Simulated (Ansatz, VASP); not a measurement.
# GaAs in two plane-wave programs

Wanted: the spread between two codes on one cell, functional and k mesh.

Calculated with Ansatz 0.2.0; plane waves, with VASP 6.6.1 beside it; band structure at HSE06, spin-orbit coupling.

**1. Set-up**

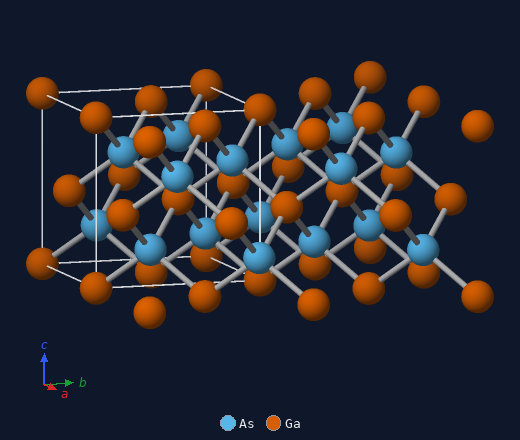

The starting structure, seen slightly off an axis (arsenic blue, gallium orange). 2×2×1 cells are drawn. This picture shows the conventional cell, with its axes. Bonds to atoms that aren't drawn are left out. Some periodic images of atoms are drawn too.

**2. VASP: band structure, HSE06, spin-orbit coupling**

Levels along a path test the potential and the projectors away from the mesh points.

Lines of VASP's logs that name or quote its potential files are left out, and so is its time.

Input file INCAR:

```
SYSTEM = GaAs
PREC = Accurate
ENCUT = 350
EDIFF = 1E-06
NELM = 100
ISMEAR = 0
SIGMA = 0.03
LREAL = .FALSE.
ALGO = Normal
LHFCALC = .TRUE.
AEXX = 0.25
GGA = PE
HFSCREEN = 0.2
LASPH = .TRUE.
LNONCOLLINEAR = .TRUE.
MAGMOM = 0 0 0 0 0 0
NBANDS = 30
GGA_COMPAT = .FALSE.
LSORBIT = .TRUE.
PRECFOCK = Fast
LORBIT = 11
LWAVE = .FALSE.
LCHARG = .FALSE.
KPAR = 4
```

Input file POSCAR:

```
GaAs
1.0
    0.0000000000      2.8268500000      2.8268500000
    2.8268500000      0.0000000000      2.8268500000
    2.8268500000      2.8268500000      0.0000000000
As Ga
1 1
Direct
    0.7500000000      0.7500000000      0.7500000000
    0.0000000000      0.0000000000      0.0000000000
```

Input file KPOINTS:

```
Automatic mesh
0
Gamma
4 4 4
0 0 0
```

Input file KPOINTS_OPT:

```
Line mode
10
Line-mode
Reciprocal
  0.00000000   0.00000000   0.00000000 GAMMA
  0.50000000   0.00000000   0.50000000 X

  0.50000000   0.00000000   0.50000000 X
  0.50000000   0.25000000   0.75000000 W

  0.50000000   0.25000000   0.75000000 W
  0.37500000   0.37500000   0.75000000 K

  0.37500000   0.37500000   0.75000000 K
  0.00000000   0.00000000   0.00000000 GAMMA

  0.00000000   0.00000000   0.00000000 GAMMA
  0.50000000   0.50000000   0.50000000 L

  0.50000000   0.50000000   0.50000000 L
  0.62500000   0.25000000   0.62500000 U

  0.62500000   0.25000000   0.62500000 U
  0.50000000   0.25000000   0.75000000 W

  0.50000000   0.25000000   0.75000000 W
  0.50000000   0.50000000   0.50000000 L

  0.50000000   0.50000000   0.50000000 L
  0.37500000   0.37500000   0.75000000 K

  0.62500000   0.25000000   0.62500000 U
  0.50000000   0.00000000   0.50000000 X
```

The projector-augmented-wave data sets are As and Ga_d (PBE family, release 64).

Launch:

```bash
$ mpirun -np 4 vasp_ncl
```

Numbers of over 12 decimals in the logs are rounded to 6 here.

The program printed:

```text
[banner, memory and clock lines left out]
running    4 mpi-ranks, on    1 nodes
 distrk:  each k-point on    1 cores,    4 groups
 distr:  one band on    1 cores,    1 groups

 POSCAR found type information on POSCAR AsGa
 POSCAR found :  2 types and       2 ions
 LDA part: xc-table for (Slater+PW92), standard interpolation
 found WAVECAR, reading the header
 POSCAR, INCAR and KPOINTS ok, starting setup
 FFT: planning ... GRIDC
 FFT: planning ... GRID_SOFT
 FFT: planning ... GRID
 reading WAVECAR
 the WAVECAR file was read successfully
 initial charge from wavefunction
 entering main loop
       N       E                     dE             d eps       ncg     rms          rms(c)
DAV:   1    -0.976197295299E+01   -0.97620E+01   -0.12528E+00   878   0.212E+01    0.211E+00
DAV:   2    -0.975888106131E+01    0.30919E-02   -0.12356E-01   814   0.448E+00    0.166E+00
DAV:   3    -0.975505238639E+01    0.38287E-02   -0.11131E-02   884   0.161E+00    0.103E+00
DAV:   4    -0.975413703199E+01    0.91535E-03   -0.20892E-03   806   0.528E-01    0.606E-01
DAV:   5    -0.975388040690E+01    0.25663E-03   -0.24931E-04   712   0.144E-01    0.347E-01
DAV:   6    -0.975380572375E+01    0.74683E-04   -0.45043E-05   712   0.642E-02    0.198E-01
DAV:   7    -0.975377956167E+01    0.26162E-04   -0.10098E-05   702   0.300E-02    0.111E-01
DAV:   8    -0.975377114989E+01    0.84118E-05   -0.36441E-06   626   0.149E-02    0.606E-02
DAV:   9    -0.975376837080E+01    0.27791E-05   -0.15104E-06   628   0.916E-03    0.325E-02
DAV:  10    -0.975376720268E+01    0.11681E-05   -0.50707E-07   540   0.561E-03    0.175E-02
DAV:  11    -0.975376726300E+01   -0.60324E-07   -0.22689E-07   432   0.425E-03
   1 F= -.97537673E+01 E0= -.97537673E+01  d E =-.164902E-20  mag=    -0.0000    -0.0000    -0.0000
 Start KPOINTS_OPT (optional k-point list driver)
k-point batch [1-10\100]
       N       E                     dE             ncg
DAV:   1    -0.797468102455E+02   -0.24445E+04      678
DAV:   2    -0.132802354979E+04   -0.12483E+04      608
DAV:   3    -0.149693655460E+04   -0.16891E+03      730
DAV:   4    -0.150376168965E+04   -0.68251E+01      722
DAV:   5    -0.150388665937E+04   -0.12497E+00      742
DAV:   6    -0.150389109785E+04   -0.44385E-02      902
DAV:   7    -0.150389116464E+04   -0.66788E-04      738
DAV:   8    -0.150389116632E+04   -0.16802E-05      670
DAV:   9    -0.150389116639E+04   -0.72493E-07      534
[...]
k-point batch [91-100\100]
       N       E                     dE             ncg
DAV:   1    -0.196698858879E+03   -0.54640E+04      666
DAV:   2    -0.143585329337E+04   -0.12392E+04      608
DAV:   3    -0.159224082314E+04   -0.15639E+03      784
DAV:   4    -0.159746324715E+04   -0.52224E+01      726
DAV:   5    -0.159755160611E+04   -0.88359E-01      756
DAV:   6    -0.159755475248E+04   -0.31464E-02      936
DAV:   7    -0.159755478125E+04   -0.28763E-04      784
DAV:   8    -0.159755478151E+04   -0.26501E-06      606
```

Parts of OUTCAR (step 2):

```text
ion  position               nearest neighbor table
   1  0.750  0.750  0.750-   2 2.45   2 2.45   2 2.45   2 2.45
   2  0.000  0.000  0.000-   1 2.45   1 2.45   1 2.45   1 2.45

  LATTYP: Found a face centered cubic cell.
 ALAT       =     5.6537000000

 Subroutine GETGRP returns: Found 24 space group operations
 (whereof 24 operations were pure point group operations)

The static configuration has the point symmetry T_d .

 Found     10 irreducible k-points:

   k-points           NKPTS =     10   k-points in BZ     NKDIM =     64   number of bands    NBANDS=     30

   dimension x,y,z NGX =    24 NGY =   24 NGZ =   24
   dimension x,y,z NGXF=    48 NGYF=   48 NGZF=   48

   ENCUT  =  350.0 eV  25.72 Ry    5.07 a.u.   6.10  6.10  6.10*2*pi/ulx,y,z

   NELECT =      18.0000    total number of electrons

 k-points in reciprocal lattice and weights: Automatic mesh
   0.00000000  0.00000000  0.00000000       0.016
   0.25000000  0.00000000  0.00000000       0.062
  -0.25000000  0.00000000  0.00000000       0.062
   0.50000000  0.00000000  0.00000000       0.062
   0.25000000  0.25000000  0.00000000       0.094
   0.50000000  0.25000000  0.00000000       0.188
   0.50000000 -0.25000000  0.00000000       0.188
  -0.25000000  0.25000000  0.00000000       0.188
   0.50000000  0.50000000  0.00000000       0.047
  -0.25000000  0.50000000  0.25000000       0.094

  exchange ACFDT corr.  =         0.00000000  see jH, gK, PRB 81, 115126

 average (electrostatic) potential at core
       1 -46.4949       2 -59.4006

 E-fermi :   3.8167

 k-point     1 :       0.0000    0.0000    0.0000
  band No.  band energies     occupation
    ...
     14       3.2705      1.00000
     15       3.6263      1.00000
     16       3.6263      1.00000
     17       3.6263      1.00000
     18       3.6263      1.00000
     19       4.9975      0.00000
     20       4.9975      0.00000
     21       7.9523      0.00000
     22       7.9523      0.00000
     23       8.1378      0.00000
    ...

 k-point     2 :       0.2500    0.0000    0.0000
  band No.  band energies     occupation
    ...
     14      -0.8698      1.00000
     15       2.6761      1.00000
     16       2.6761      1.00000
     17       2.8978      1.00000
     18       2.9010      1.00000
     19       5.8174      0.00000
     20       5.8174      0.00000
     21       8.9315      0.00000
     22       8.9315      0.00000
     23       9.0490      0.00000
    ...

 k-point     3 :      -0.2500    0.0000    0.0000
  band No.  band energies     occupation
    ...
     14      -0.8698      1.00000
     15       2.6761      1.00000
     16       2.6761      1.00000
     17       2.8978      1.00000
     18       2.9010      1.00000
     19       5.8174      0.00000
     20       5.8174      0.00000
     21       8.9315      0.00000
     22       8.9315      0.00000
     23       9.0490      0.00000
    ...

  energy-cutoff  :      350.00
  volume of cell :       45.18
      direct lattice vectors                 reciprocal lattice vectors
     0.000000000  2.826850000  2.826850000    -0.176875321  0.176875321  0.176875321
     2.826850000  0.000000000  2.826850000     0.176875321 -0.176875321  0.176875321
     2.826850000  2.826850000  0.000000000     0.176875321  0.176875321 -0.176875321

 POSITION                                       TOTAL-FORCE (eV/Angst)
 -----------------------------------------------------------------------------------
      4.24027      4.24027      4.24027        -0.000000     -0.000000     -0.000000
      0.00000      0.00000      0.00000         0.000000      0.000000      0.000000
 -----------------------------------------------------------------------------------
    total drift:                                0.000006      0.000004      0.000000

  FREE ENERGIE OF THE ION-ELECTRON SYSTEM (eV)
  ---------------------------------------------------
  free  energy   TOTEN  =        -9.7537672630 eV

  energy  without entropy=       -9.7537672630  energy(sigma->0) =       -9.75376726

 Spin-Orbit-Coupling matrix elements
 Ion:    1  E_soc:     -0.0224025
 Ion:    2  E_soc:     -0.0105986

 total charge
# of ion       s       p       d       tot
------------------------------------------
    1        1.206   1.671   0.031   2.908
    2        0.826   0.810  10.011  11.647
--------------------------------------------------
tot          2.032   2.481  10.042  14.555

 magnetization (x)
# of ion       s       p       d       tot
------------------------------------------
    1        0.000  -0.000   0.000  -0.000
    2        0.000   0.000   0.000   0.000
--------------------------------------------------
tot          0.000   0.000   0.000   0.000

 magnetization (y)
# of ion       s       p       d       tot
------------------------------------------
    1        0.000  -0.000   0.000  -0.000
    2       -0.000   0.000   0.000   0.000
--------------------------------------------------
tot         -0.000   0.000   0.000  -0.000

 magnetization (z)
# of ion       s       p       d       tot
------------------------------------------
    1        0.000  -0.000  -0.000  -0.000
    2       -0.000   0.000  -0.000  -0.000
--------------------------------------------------
tot         -0.000   0.000  -0.000  -0.000

[... 3 further parts left out ...]
```

(Part 1 of 2 ends here.)

[Lines on the potential files, build, host, timing and source positions are cut from VASP's logs without a mark.]

[Logs are printed without paths, hosts, clocks, repeated set-up lines and the standing remarks that a program may print on its own settings, such as how far it seeks lower states.]

[Hosts, paths, dates, database ids (printed as entryN), source tags and the programs' standing remarks are cut or masked in the printed files.]
